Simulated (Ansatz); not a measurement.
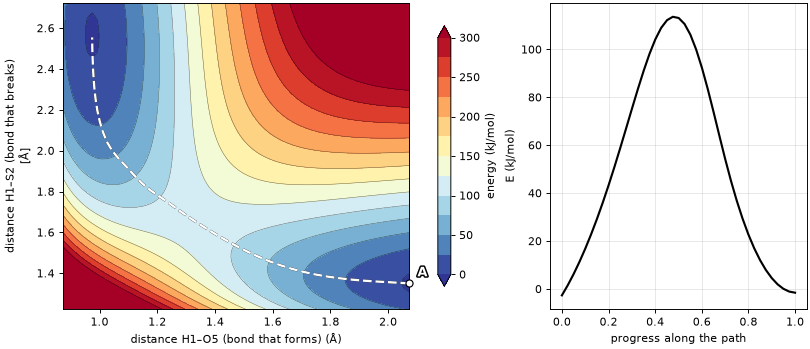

The reacting system CH₂OS₂ (one molecule; an intramolecular 1,3-shift). First axis: distance H1–O5 (bond that forms). Second axis: distance H1–S2 (bond that breaks). Relaxed at each point: all other coordinates. The scan uses an 11 × 11 grid. Points are written as (first, second). Energies are in kJ/mol, from the lowest grid point. The reference is spin-restricted, so regions where a bond is pulled apart into radicals lie too high. These are results of RKS CAM-B3LYP-D4/def2-SVP in Ansatz 0.2.0, not measurements.

The picture shows filled contours, a line along the lowest path, one colour for all values above the top of the scale, the energy along the path at the right, the start A. Between grid points the surface is interpolated.

Describe the path and its barrier.

The easiest path runs from the side where the first distance is long, about (2.07 Å, 1.35 Å), to the side where the second distance is long, about (0.97 Å, 2.55 Å). Its highest point, at about (1.34 Å, 1.65 Å), lies about 116 kJ/mol above the start and 115 kJ/mol above the end on the interpolated surface. An end on the edge of the scan is no minimum, so the barrier from there is a lower bound.
